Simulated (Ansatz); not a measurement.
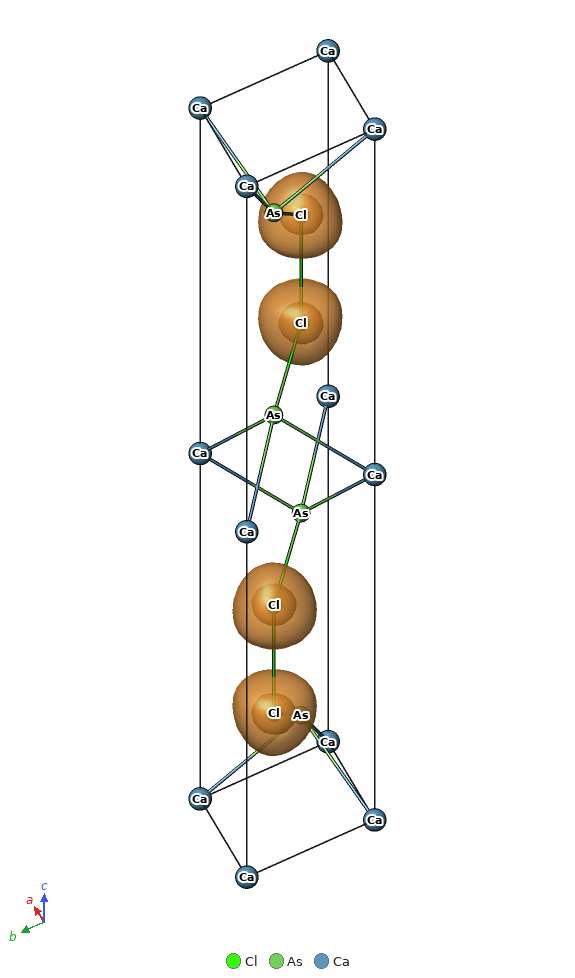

Figure 1: CaAs$_{2}$Cl$_{2}$. Isosurface of the electron localisation function at 0.8 (orange), seen at an oblique angle. Core shells are left out. Sticks mark near contacts.

Space group P6₃/mmc; built by placing these elements on a known structure type; not relaxed (largest force 1.1 eV/Å); computed pressure about 3 GPa in this cell.

Method: Ansatz 0.2.0, DFT, PAW plane waves, PBE.

### Where are the electrons localised?

The ELF exceeds this value in four regions wrapped around Cl (the valence shell of each), counted in one cell of 10 atoms. Regions shared between cells count once. Along the contacts the grid gives the following. As–Cl (2.73 Å): the ELF peaks at about 0.85 in the valence shell of Cl, 0.7 Å from its nucleus, and drops to about 0.30 between the two atoms. Cl–Cl (2.81 Å): the ELF peaks at about 0.90 in the valence shell of Cl, 0.8 Å from its nucleus, and drops to about 0.10 between the two atoms.
